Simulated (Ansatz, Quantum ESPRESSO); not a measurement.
# MoGe2N4, 1 layer: the energy at a withheld member of a series

Method. Quantum ESPRESSO 7.5, PBE, GBRV ultrasoft. Cell and atoms are first relaxed; each strained cell is then held and the atoms relax in it. A periodic run with 15 Å of vacuum in the starting cell gives the vacuum levels, and bands follow along a path. The series steps biaxial strain. Energies count from the lowest.

| biaxial strain | energy (eV) |
| --- | --- |
| -4 % | 0.5041 |
| -3 % | 0.2795 |
| -2 % | 0.1231 |
| -1 % | 0.0311 |
| 1 % | 0.0257 |
| 2 % | 0.1048 |
| 3 % | 0.2337 |
| 4 % | 0.4084 |

To predict: What is the energy at 0 %?

**Fit.** The rows at -1 % and 1 % give a slope of (0.0257 − (0.0311))/(1 − (−1)) = −0.0027, so a straight line gives 0.0284 eV. A parabola through these and the row at -2 % gives −0.0014 eV.

What the calculation gave: 0.0000 eV. The line misses by +0.0284 and the parabola by −0.0014 eV. The parabola does better.

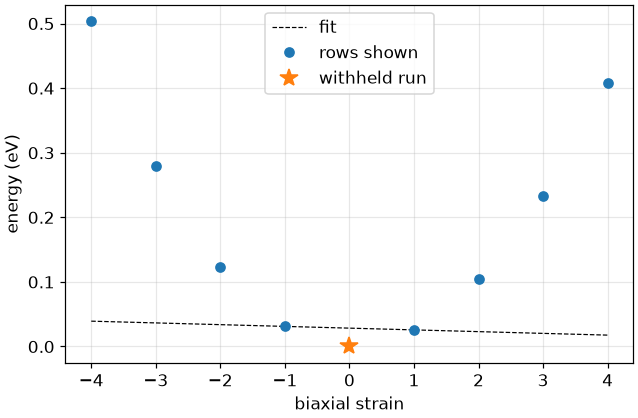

The rows shown, the fit and the withheld run.

**Limits.** Semilocal gaps are too small; the 1×1 cell can't ripple over many cells under compression as a free sheet would. No spin-orbit coupling.
